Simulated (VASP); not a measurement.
Band structure of Sn$_{4}$C$_{4}$ (ordered alloy cell). Computed with PBEsol GGA, VASP's PBE PAW potentials (set 64) (plane waves; VASP 6.6.1).

Unless said otherwise, spin-orbit coupling is left out, though it shifts the bands of the heavy elements here.

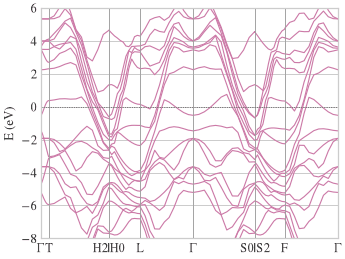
Figure. Bands along high-symmetry lines, zero at the valence-band maximum or, without a gap, the Fermi level

Question: Read the plot: is there a gap, and where are the band edges?

Answer: It has no gap at this level: it comes out as a metal or semimetal. (Edges off the drawn lines would not show.)

The structure was generated: Sn4C4 was put into an ordered model structure (R-3m), which need not be its known phase. It was relaxed first, which changed the volume by -7 %.
